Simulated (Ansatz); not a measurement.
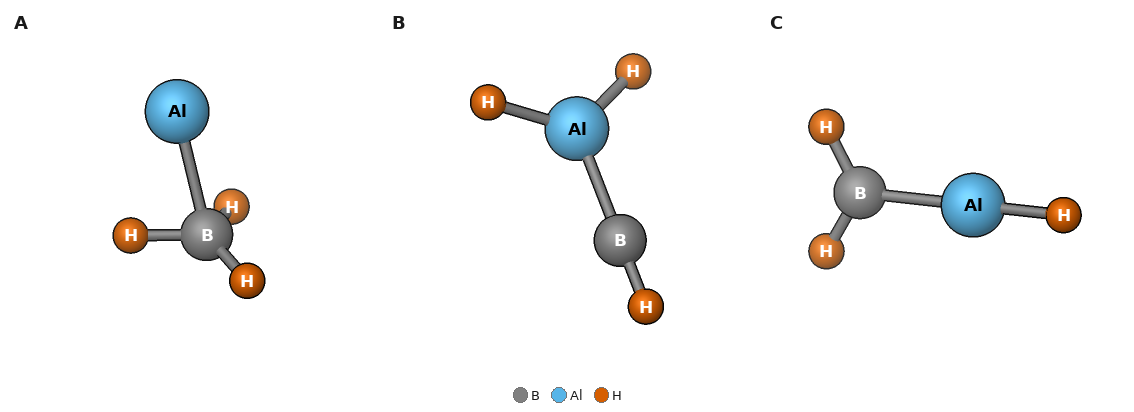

3 stationary structures of one formula. State: neutral, doublet. Geometries: PBE-D4/def2-SVP. Electronic energies: PBE-D4/def2-SVP (Ansatz 0.2.0), without zero-point energy. No frequency run is at hand to confirm each as a minimum.

Question: Which is lowest in energy, and by how much?

Answer: A is lowest (Cs); C lies 18.9 kcal/mol above it (C2v), B lies 40.3 kcal/mol above it (C2v).
